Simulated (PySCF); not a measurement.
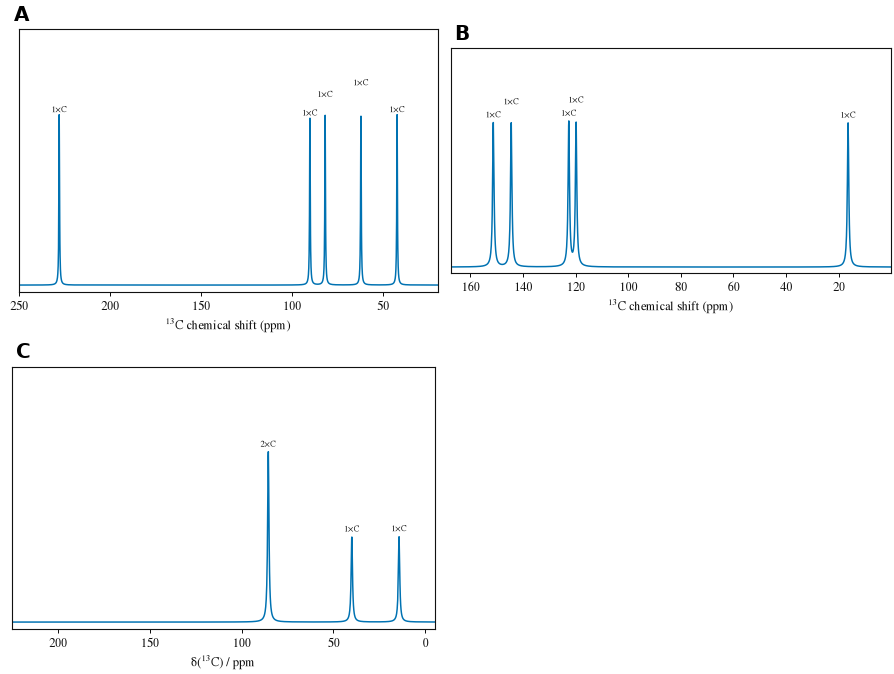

GIAO shifts, WP04/pcSseg-1 with PySCF, at a PBE0-D3(BJ)/def2-SVP geometry (no frequency check), against TMS for ¹³C computed at the same level. Gas phase, fully decoupled, line heights follow the number of nuclei, widths are arbitrary (no quadrupolar broadening); values of one conformer, averaged over nuclei that symmetry or rotation about single bonds exchange, these motions taken as fast; other conformers aren't averaged in.

**Pair each panel with its molecule.**
1. C₅H₁₀Si, SMILES C=CC(=C)C[SiH3]
2. C₅H₈O₂S, SMILES C=C=CCS(C)(=O)=O
3. C₄H₈F₂, SMILES CC(CF)CF

A: 2 (227.8 (1 C), 90.1 (1 C), 81.7 (1 C), 62.0 (1 C), 42.2 (1 C) ppm)
B: 1 (151.3 (1 C), 144.5 (1 C), 122.6 (1 C), 119.8 (1 C), 16.4 (1 C) ppm)
C: 3 (85.4 (2 C), 40.0 (1 C), 14.3 (1 C) ppm)
